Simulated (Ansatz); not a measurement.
**BSiH4OF: geometry relaxation (part 2 of 2)**

BSiH4OF; RKS PBE-D4/def2-SVP (Ansatz 0.2.0). 

Geometry of the input (Å):
```
O  -1.5707  1.0803  0.1472
B  -0.2734  -1.4700  -1.1723
Si 0.7489  -0.6837  -0.1926
F  -0.2916  0.8975  0.5330
H  -1.8926  0.4123  -0.4678
H  0.0436  1.5120  1.1146
H  1.9374  -0.3003  -1.0017
H  1.1919  -1.6436  0.8547
```

Trajectory as extended XYZ, continued:
```
8
Properties=species:S:1:pos:R:3:forces:R:3 step=12 energy=-13363.59082
O    -1.8326    0.1798   -0.6104   -0.9333  -1.4459  -1.4242
B    -0.9102   -0.8183   -0.9598   -0.7824   1.7156   0.9255
Si    0.8494   -0.6585   -0.1334    0.7177  -1.0498  -0.4701
F     0.4322    1.2199    1.0595   -0.0067   0.9625   0.6948
H    -2.7547    0.1021   -1.0403    1.5395  -0.1010   0.5503
H     0.6878    1.9135    1.6654    0.0308  -0.0601  -0.0313
H     2.0838   -0.3944   -1.0110   -0.3456  -0.1261   0.0376
H     1.3378   -1.7395    0.8450   -0.2199   0.1047  -0.2826
8
Properties=species:S:1:pos:R:3:forces:R:3 step=13 energy=-13363.90383
O    -1.9511    0.1309   -0.6902   -0.2394  -1.0835  -0.9006
B    -0.9346   -0.7664   -0.9329   -0.4948   1.1913   0.6691
Si    0.8277   -0.6152   -0.1110    0.4597  -0.9503  -0.5013
F     0.5509    1.3208    1.1803   -0.4691  -0.3001  -0.4066
H    -2.8109   -0.0409   -1.1684    0.8344  -0.0247   0.3316
H     0.8145    1.9803    1.7645    0.5181   1.1229   1.0224
H     2.0553   -0.4597   -1.0001   -0.2660   0.0924  -0.2007
H     1.3415   -1.7452    0.7727   -0.3431  -0.0479  -0.0140
8
Properties=species:S:1:pos:R:3:forces:R:3 step=14 energy=-13364.26761
O    -1.9589    0.0740   -0.7398    0.9129  -0.3121   0.1500
B    -0.9054   -0.7548   -0.9116   -0.4590   0.8097   0.3958
Si    0.8468   -0.6920   -0.1585    0.6266  -0.3963  -0.0340
F     0.5384    1.4786    1.2898   -0.0496   0.3072   0.2026
H    -2.7845   -0.1001   -1.1973   -0.6428  -0.3834  -0.5395
H     0.8708    2.1198    1.8884    0.0745   0.0863   0.0924
H     2.0185   -0.4836   -1.1100   -0.2610  -0.1110  -0.0590
H     1.2678   -1.8373    0.7541   -0.2016  -0.0004  -0.2084
8
Properties=species:S:1:pos:R:3:forces:R:3 step=15 energy=-13364.49961
O    -2.0225    0.0371   -0.7893    0.6926  -0.1103   0.1942
B    -0.8803   -0.6614   -0.8379   -0.5001   0.4562   0.1420
Si    0.8725   -0.6615   -0.1255    0.4172  -0.2771  -0.0379
F     0.5319    1.5811    1.4056   -0.0614   0.2693   0.1847
H    -2.7748   -0.2612   -1.3154   -0.3449  -0.3233  -0.3750
H     1.0226    2.1661    1.9472    0.0697   0.0723   0.0725
H     1.9536   -0.5066   -1.1832   -0.1715  -0.1138   0.0081
H     1.1904   -1.8890    0.7136   -0.1016   0.0266  -0.1886
8
Properties=species:S:1:pos:R:3:forces:R:3 step=16 energy=-13364.63719
O    -2.0211    0.0249   -0.8196    0.4210  -0.1712   0.1020
B    -0.8657   -0.6395   -0.8119   -0.4526   0.3998   0.0599
Si    0.9000   -0.6874   -0.1350    0.3617  -0.1238   0.0711
F     0.5040    1.7391    1.5249   -0.0490   0.1709   0.1161
H    -2.7528   -0.3370   -1.3459   -0.1326  -0.1820  -0.2076
H     1.0645    2.2827    2.0391    0.0337   0.0050   0.0124
H     1.9132   -0.6019   -1.2590   -0.1036  -0.0812  -0.0585
H     1.1513   -1.9763    0.6225   -0.0786  -0.0175  -0.0954
8
Properties=species:S:1:pos:R:3:forces:R:3 step=17 energy=-13364.71518
O    -2.0382   -0.0047   -0.8196    0.2728  -0.2721  -0.1365
B    -0.8360   -0.5711   -0.7634   -0.5364   0.2240   0.0007
Si    0.9453   -0.6871   -0.1213    0.3427  -0.1083   0.0235
F     0.4257    1.8858    1.6267    1.0048   0.7945   0.7727
H    -2.7054   -0.4221   -1.4064    0.2062   0.0281   0.1200
H     1.1474    2.3278    2.0869   -1.0476  -0.6987  -0.7092
H     1.8598   -0.6780   -1.3421   -0.1553  -0.0510   0.0655
H     1.0948   -2.0460    0.5542   -0.0872   0.0836  -0.1366
8
Properties=species:S:1:pos:R:3:forces:R:3 step=18 energy=-13364.80752
O    -1.9588    0.0139   -0.7840   -0.3001   0.0067  -0.1273
B    -0.7712   -0.5372   -0.7112    0.1872  -0.0117   0.0719
Si    1.0381   -0.7279   -0.1219    0.1210  -0.0406   0.0104
F     0.3050    2.0284    1.6957    0.4031   0.3197   0.3061
H    -2.6292   -0.4117   -1.3590    0.1462   0.0411   0.0931
H     1.0861    2.3788    2.0954   -0.4644  -0.3016  -0.3049
H     1.7950   -0.7948   -1.4459   -0.0795  -0.0650   0.0476
H     1.0284   -2.1449    0.4458   -0.0135   0.0513  -0.0968
8
Properties=species:S:1:pos:R:3:forces:R:3 step=19 energy=-13364.87383
O    -1.8894    0.0688   -0.7173    0.1822  -0.1123  -0.0627
B    -0.6936   -0.4782   -0.6452   -0.1970   0.1574   0.0649
Si    1.1318   -0.7513   -0.1291    0.1073  -0.0167  -0.0086
F     0.1314    2.1215    1.7275    0.2755   0.1376   0.1506
H    -2.5432   -0.3680   -1.2992    0.0317   0.0111   0.0502
H     1.0117    2.2958    2.0095   -0.3420  -0.1911  -0.2004
H     1.7408   -0.9023   -1.5239   -0.0491  -0.0246   0.0578
H     1.0039   -2.1817    0.3927   -0.0085   0.0387  -0.0519
8
Properties=species:S:1:pos:R:3:forces:R:3 step=20 energy=-13364.92639
O    -1.8089    0.1531   -0.7296   -0.2150  -0.2821  -0.0748
B    -0.6331   -0.4115   -0.5964    0.0291   0.1498  -0.0001
Si    1.2001   -0.7404   -0.1168    0.0522  -0.0369  -0.0101
F     0.0133    2.1463    1.7325    0.4556   0.0501   0.1156
H    -2.5035   -0.3741   -1.1866    0.2393   0.2258   0.1119
H     0.9447    2.1518    1.8880   -0.5228  -0.1544  -0.2010
H     1.7126   -0.9472   -1.5453   -0.0556  -0.0159   0.0436
H     0.9683   -2.1734    0.3692    0.0172   0.0636   0.0148
8
Properties=species:S:1:pos:R:3:forces:R:3 step=21 energy=-13364.93650
O    -1.8006    0.1570   -0.6670   -0.1559  -0.3790  -0.3105
B    -0.6048   -0.3762   -0.5753   -0.1556   0.1747   0.1215
Si    1.2308   -0.7214   -0.1123    0.0565  -0.0175  -0.0459
F    -0.0450    2.2044    1.7706    1.9163  -0.4038  -0.0010
H    -2.4630   -0.3455   -1.2022    0.3168   0.2937   0.2877
H     0.9121    2.0012    1.7683   -1.9695   0.2431  -0.1277
H     1.6873   -0.9695   -1.5528   -0.0010   0.0365   0.0517
H     0.9764   -2.1454    0.3858   -0.0077   0.0523   0.0242
8
Properties=species:S:1:pos:R:3:forces:R:3 step=22 energy=-13365.01575
O    -1.7943    0.1649   -0.6515   -0.0164  -0.1845  -0.1402
B    -0.5995   -0.3621   -0.5533   -0.0918   0.1726   0.0897
Si    1.2396   -0.7003   -0.1005    0.0432  -0.0278  -0.0032
F    -0.0258    2.2364    1.7969    1.0526  -0.4762  -0.1962
H    -2.4505   -0.3253   -1.1925    0.0923   0.1270   0.1235
H     0.8467    1.8617    1.6502   -1.0891   0.2811   0.0431
H     1.6967   -0.9500   -1.5394   -0.0054   0.0461   0.0570
H     0.9805   -2.1206    0.4052    0.0146   0.0618   0.0262
8
Properties=species:S:1:pos:R:3:forces:R:3 step=23 energy=-13365.08575
O    -1.7911    0.1911   -0.6309    0.0715  -0.0424  -0.0205
B    -0.5957   -0.3260   -0.5220   -0.0478   0.1408   0.0845
Si    1.2449   -0.6598   -0.0691    0.0451  -0.0357   0.0066
F    -0.0122    2.1656    1.7414    0.3599  -0.2227  -0.1083
H    -2.4422   -0.2963   -1.1718   -0.0533   0.0148   0.0030
H     0.7968    1.7181    1.5333   -0.3917   0.0237  -0.0465
H     1.7008   -0.9090   -1.5073    0.0015   0.0507   0.0531
H     0.9921   -2.0792    0.4414    0.0149   0.0708   0.0282
8
Properties=species:S:1:pos:R:3:forces:R:3 step=24 energy=-13365.14652
O    -1.7884    0.2261   -0.6193    0.1107   0.0409   0.0686
B    -0.5932   -0.2807   -0.4861   -0.0197   0.1018   0.0472
Si    1.2492   -0.6153   -0.0331    0.0350  -0.0296   0.0082
F    -0.0034    2.0653    1.6727    0.1211  -0.0890  -0.0438
H    -2.4393   -0.2735   -1.1446   -0.1131  -0.0461  -0.0666
H     0.7603    1.5723    1.4098   -0.1536  -0.0836  -0.0877
H     1.7077   -0.8586   -1.4698    0.0022   0.0387   0.0439
H     1.0006   -2.0309    0.4854    0.0174   0.0669   0.0303
8
Properties=species:S:1:pos:R:3:forces:R:3 step=25 energy=-13365.18711
O    -1.7892    0.2485   -0.6021    0.1077   0.0781   0.0753
B    -0.5896   -0.2418   -0.4597   -0.0276   0.0299   0.0220
Si    1.2556   -0.5800   -0.0101   -0.0062  -0.0318  -0.0106
F     0.0247    2.0106    1.6429    0.2319  -0.2542  -0.1524
H    -2.4355   -0.2518   -1.1325   -0.0896  -0.0534  -0.0576
H     0.6989    1.4302    1.2916   -0.2389   0.1257   0.0540
H     1.7151   -0.8243   -1.4444    0.0102   0.0421   0.0432
H     1.0135   -1.9868    0.5293    0.0125   0.0637   0.0260
8
Properties=species:S:1:pos:R:3:forces:R:3 step=26 energy=-13365.20243
O    -1.7829    0.2954   -0.5757    0.0434   0.0395   0.0296
B    -0.5863   -0.1970   -0.4241   -0.0416   0.0402   0.0178
Si    1.2600   -0.5412    0.0221    0.0617  -0.1220  -0.1018
F    -0.0147    1.8472    1.5442    0.1456  -0.0704  -0.0443
H    -2.4350   -0.2099   -1.0963   -0.0332  -0.0292  -0.0304
H     0.6997    1.3230    1.1676   -0.2115   0.1033   0.0865
H     1.7305   -0.7753   -1.4090    0.0081  -0.0177   0.0366
H     1.0221   -1.9376    0.5861    0.0276   0.0565   0.0059
8
Properties=species:S:1:pos:R:3:forces:R:3 step=27 energy=-13365.20239 accepted=F
O    -1.7497    0.3329   -0.5623   -0.0274  -0.0076  -0.0019
B    -0.5629   -0.1866   -0.4203   -0.0179  -0.0396  -0.0299
Si    1.2859   -0.5602   -0.0009   -0.0508  -0.0817  -0.0812
F    -0.0452    1.8631    1.5662    0.2267  -0.2808  -0.2164
H    -2.4276   -0.1751   -1.0508    0.0495   0.0260   0.0154
H     0.5900    1.2896    1.1165   -0.1883   0.2834   0.2463
H     1.7536   -0.8163   -1.4287   -0.0117   0.0173   0.0570
H     1.0494   -1.9428    0.5953    0.0198   0.0830   0.0106
8
Properties=species:S:1:pos:R:3:forces:R:3 step=28 energy=-13365.21049
O    -1.7692    0.3186   -0.5818    0.0239   0.0201   0.0011
B    -0.5777   -0.1891   -0.4349   -0.0232   0.0027   0.0108
Si    1.2734   -0.5419   -0.0115    0.0143  -0.0701  -0.0748
F    -0.0446    1.8242    1.5777    0.0808  -0.0540  -0.0279
H    -2.4363   -0.1934   -1.0783    0.0009  -0.0058  -0.0012
H     0.6658    1.3306    1.1634   -0.1085   0.0503   0.0461
H     1.7358   -0.8324   -1.4340   -0.0009   0.0003   0.0372
H     1.0461   -1.9121    0.6143    0.0128   0.0565   0.0088
8
Properties=species:S:1:pos:R:3:forces:R:3 step=29 energy=-13365.21760
O    -1.7584    0.3501   -0.6111   -0.0272  -0.0149  -0.0290
B    -0.5736   -0.1695   -0.4496    0.0075  -0.0200  -0.0077
Si    1.2848   -0.5187   -0.0550   -0.0195  -0.0926  -0.0396
F    -0.0649    1.7514    1.6236    0.0771  -0.0738  -0.0318
H    -2.4414   -0.1871   -1.0600    0.0453   0.0344   0.0316
H     0.6482    1.3170    1.1507   -0.0850   0.0677   0.0420
H     1.7311   -0.8998   -1.4620   -0.0197   0.0039   0.0658
H     1.0676   -1.8387    0.6785    0.0216   0.0953  -0.0314
8
Properties=species:S:1:pos:R:3:forces:R:3 step=30 energy=-13365.20979 accepted=F
O    -1.7479    0.3770   -0.6524   -0.1188  -0.0936  -0.0852
B    -0.5706   -0.1554   -0.4716    0.0363  -0.0357  -0.0125
Si    1.2932   -0.4972   -0.1005   -0.0684  -0.1608   0.0055
F    -0.0724    1.6485    1.7272    0.7223  -0.3253  -0.6753
H    -2.4455   -0.1860   -1.0512    0.1263   0.1185   0.0885
H     0.6319    1.3632    1.1069   -0.6924   0.2285   0.6423
H     1.7189   -0.9843   -1.4873   -0.0559   0.0426   0.1502
H     1.0858   -1.7612    0.7439    0.0506   0.2258  -0.1136
8
Properties=species:S:1:pos:R:3:forces:R:3 step=31 energy=-13365.22265
O    -1.7557    0.3677   -0.6432   -0.0272  -0.0341  -0.0286
B    -0.5744   -0.1557   -0.4654   -0.0050  -0.0241  -0.0088
Si    1.2866   -0.4936   -0.0777    0.0031  -0.1324  -0.0498
F    -0.0665    1.6908    1.6644    0.1030  -0.0872  -0.0615
H    -2.4485   -0.1912   -1.0494    0.0502   0.0511   0.0311
H     0.6482    1.3188    1.1408   -0.1092   0.0805   0.0711
H     1.7217   -0.9495   -1.4663   -0.0232   0.0343   0.0597
H     1.0820   -1.7827    0.7118    0.0085   0.1120  -0.0132
8
Properties=species:S:1:pos:R:3:forces:R:3 step=32 energy=-13365.22672
O    -1.7502    0.3799   -0.6579   -0.0160  -0.0238  -0.0413
B    -0.5717   -0.1506   -0.4791    0.0121  -0.0252   0.0204
Si    1.2910   -0.4851   -0.0992   -0.0330  -0.0751  -0.0449
F    -0.0710    1.6303    1.7043    0.2804  -0.1399  -0.2326
H    -2.4500   -0.1839   -1.0440    0.0290   0.0410   0.0272
H     0.6396    1.3375    1.1190   -0.2742   0.1035   0.2323
H     1.7140   -0.9868   -1.4747   -0.0138   0.0235   0.0596
H     1.0919   -1.7368    0.7467    0.0154   0.0960  -0.0207
8
Properties=species:S:1:pos:R:3:forces:R:3 step=33 energy=-13365.23096
O    -1.7401    0.4048   -0.7031   -0.1630  -0.1410  -0.0684
B    -0.5704   -0.1362   -0.4963    0.0375  -0.0408   0.0078
Si    1.2946   -0.4671   -0.1255   -0.0596  -0.1164  -0.0279
F    -0.0691    1.5568    1.7391    0.2440  -0.1064  -0.2418
H    -2.4621   -0.1827   -1.0163    0.1686   0.1612   0.0671
H     0.6247    1.3330    1.1061   -0.2290   0.0759   0.2364
H     1.7078   -1.0315   -1.4818   -0.0269   0.0325   0.0969
H     1.1079   -1.6723    0.7928    0.0284   0.1350  -0.0700
8
Properties=species:S:1:pos:R:3:forces:R:3 step=34 energy=-13365.23560
O    -1.7541    0.4054   -0.7185   -0.0425  -0.0362  -0.0620
B    -0.5828   -0.1328   -0.5143    0.0408   0.0021   0.0455
Si    1.2865   -0.4367   -0.1570   -0.0358  -0.0847  -0.0112
F    -0.0550    1.4884    1.7503    0.0752  -0.0405  -0.0488
H    -2.4713   -0.1788   -1.0368    0.0231   0.0501   0.0370
H     0.6547    1.3049    1.1295   -0.0919   0.0615   0.0445
H     1.6926   -1.0723   -1.4789    0.0044   0.0154   0.0572
H     1.1229   -1.5735    0.8408    0.0267   0.0322  -0.0623
8
Properties=species:S:1:pos:R:3:forces:R:3 step=35 energy=-13365.23527 accepted=F
O    -1.7502    0.4124   -0.7326    0.0993   0.1297   0.0336
B    -0.5854   -0.1329   -0.5105    0.0716  -0.0384  -0.0012
Si    1.2819   -0.4362   -0.1513   -0.0374   0.0006  -0.0298
F    -0.0295    1.4269    1.7779    0.0551   0.0343  -0.0962
H    -2.4742   -0.1673   -1.0276   -0.1456  -0.0921  -0.0419
H     0.6231    1.3489    1.0768   -0.0759  -0.0338   0.1321
H     1.6992   -1.0789   -1.4605    0.0053  -0.0045  -0.0322
H     1.1285   -1.5683    0.8429    0.0278   0.0042   0.0356
8
Properties=species:S:1:pos:R:3:forces:R:3 step=36 energy=-13365.23862
O    -1.7454    0.4179   -0.7381    0.0184  -0.0326   0.0097
B    -0.5829   -0.1353   -0.5149   -0.0578   0.0057  -0.0326
Si    1.2815   -0.4466   -0.1614    0.0268  -0.0463   0.0111
F    -0.0663    1.4742    1.7513    0.0303  -0.0184  -0.0169
H    -2.4843   -0.1641   -1.0045    0.0255   0.0317   0.0053
H     0.6369    1.3190    1.1185   -0.0414   0.0184   0.0135
H     1.7150   -1.0798   -1.4727   -0.0187   0.0131   0.0188
H     1.1388   -1.5808    0.8369    0.0169   0.0283  -0.0089
8
Properties=species:S:1:pos:R:3:forces:R:3 step=37 energy=-13365.23864
O    -1.7411    0.4294   -0.7449    0.0503   0.0160   0.0026
B    -0.5832   -0.1340   -0.5211   -0.0493  -0.0173  -0.0110
Si    1.2815   -0.4417   -0.1750    0.0037  -0.0241   0.0231
F    -0.0532    1.4141    1.7821    0.1156  -0.0067  -0.1623
H    -2.4865   -0.1450   -1.0051   -0.0185  -0.0077   0.0011
H     0.6031    1.3308    1.0838   -0.1121   0.0012   0.1604
H     1.7097   -1.1093   -1.4686   -0.0067   0.0155  -0.0049
H     1.1630   -1.5396    0.8637    0.0170   0.0230  -0.0091
8
Properties=species:S:1:pos:R:3:forces:R:3 step=38 energy=-13365.23940
O    -1.7376    0.4323   -0.7433    0.0392   0.0054   0.0012
B    -0.5817   -0.1348   -0.5191   -0.0509  -0.0119  -0.0065
Si    1.2825   -0.4454   -0.1729    0.0088  -0.0150   0.0128
F    -0.0642    1.4175    1.7707    0.0937  -0.0045  -0.1203
H    -2.4866   -0.1405   -0.9977   -0.0093  -0.0011  -0.0013
H     0.6028    1.3277    1.0846   -0.0908   0.0008   0.1233
H     1.7112   -1.1061   -1.4697   -0.0043   0.0086  -0.0043
H     1.1671   -1.5461    0.8624    0.0136   0.0176  -0.0049
8
Properties=species:S:1:pos:R:3:forces:R:3 step=39 energy=-13365.24017
O    -1.7332    0.4374   -0.7454    0.0289  -0.0002   0.0051
B    -0.5815   -0.1363   -0.5171   -0.0405  -0.0040  -0.0014
Si    1.2828   -0.4491   -0.1730    0.0149  -0.0045   0.0018
F    -0.0803    1.4187    1.7543    0.0408   0.0004  -0.0387
H    -2.4887   -0.1324   -0.9866   -0.0088  -0.0005  -0.0092
H     0.6042    1.3195    1.0898   -0.0412   0.0027   0.0466
H     1.7128   -1.1054   -1.4711   -0.0018  -0.0007  -0.0043
H     1.1774   -1.5479    0.8641    0.0076   0.0067   0.0001
8
Properties=species:S:1:pos:R:3:forces:R:3 step=40 energy=-13365.24016 accepted=F
O    -1.7306    0.4368   -0.7493   -0.0175   0.0191  -0.0077
B    -0.5878   -0.1499   -0.5144    0.0429   0.0045   0.0188
Si    1.2797   -0.4554   -0.1772   -0.0120   0.0492  -0.0036
F    -0.0830    1.4166    1.7615    0.0357   0.0055  -0.0247
H    -2.4904   -0.1224   -1.0002   -0.0264  -0.0104  -0.0065
H     0.6052    1.3324    1.1009   -0.0385  -0.0200   0.0188
H     1.7007   -1.1114   -1.4773    0.0108  -0.0186  -0.0094
H     1.1994   -1.5421    0.8709    0.0050  -0.0293   0.0143
8
Properties=species:S:1:pos:R:3:forces:R:3 step=41 energy=-13365.24047
O    -1.7322    0.4374   -0.7462    0.0078   0.0074   0.0006
B    -0.5845   -0.1419   -0.5147    0.0006  -0.0046   0.0052
Si    1.2820   -0.4514   -0.1747   -0.0006   0.0098   0.0000
F    -0.0821    1.4249    1.7565    0.0165  -0.0049  -0.0143
H    -2.4893   -0.1276   -0.9931   -0.0151  -0.0036  -0.0072
H     0.6027    1.3175    1.0953   -0.0145   0.0059   0.0137
H     1.7079   -1.1077   -1.4740    0.0014  -0.0022  -0.0045
H     1.1888   -1.5465    0.8659    0.0040  -0.0078   0.0065
```

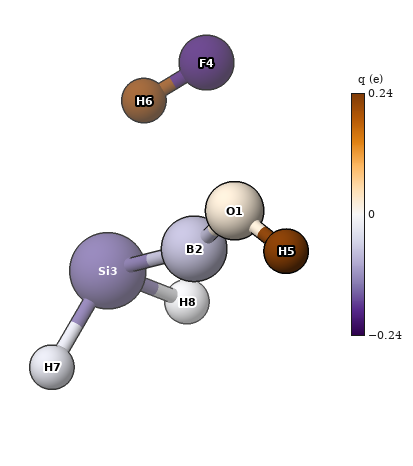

Figure 1. Mulliken charges, as the colour of each atom (ball-and-stick view, seen at a tilt; atoms are numbered from 1 in the order of the input). By element: O +0.02, B −0.08, Si −0.15, F −0.21 and H −0.03 to +0.23 e.

Results in brief:

- outcome: converged
- total energy: −13365.2405 eV
- mean-field energy: −13365.1023 eV
- dispersion energy: −0.1382 eV
- SCF solution under orbital rotations: stable
- largest force (length of the vector) at the end: 0.022 eV/Å
- dipole moment: 3.99 D
- hardware: 2 threads of Arm Neoverse V1, 23 GiB of memory available, shared host
- wall time: 57 s (CPU time 1.8 min)
- peak memory: 0.15 GiB
